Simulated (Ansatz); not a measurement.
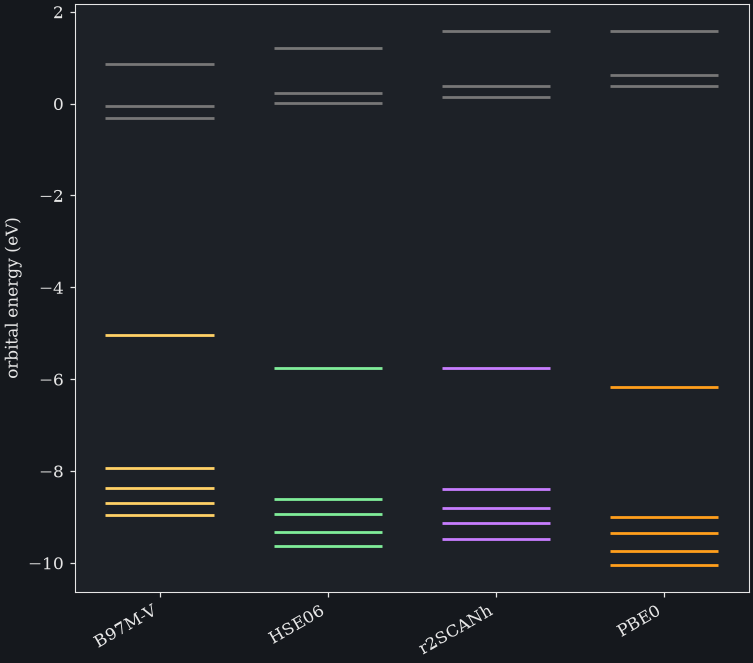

Frontier orbital energies (alpha spin) of CH₄ClOSi, SMILES CO[SiH]Cl, doublet at one geometry, def2-TZVPP, the Ansatz code 0.2.0, at a PBE0-D4/def2-TZVP geometry (a minimum by its frequencies). Empty levels are grey, levels within 0.1 eV stand side by side; all columns show the same few orbitals around the gap. HOMO and LUMO mean the alpha set's.

### How do the frontier levels move from column to column?

The separation grows from 4.73 eV (B97M-V) to 6.55 eV (PBE0).

| level | HOMO (eV) | LUMO (eV) | separation (eV) |
| --- | --- | --- | --- |
| B97M-V | −5.05 | −0.31 | 4.73 |
| HSE06 | −5.76 | 0.02 | 5.78 |
| r2SCANh | −5.76 | 0.15 | 5.91 |
| PBE0 | −6.16 | 0.39 | 6.55 |

Limits of at least one run: empty levels above zero depend strongly on the basis; one conformer of a flexible molecule.
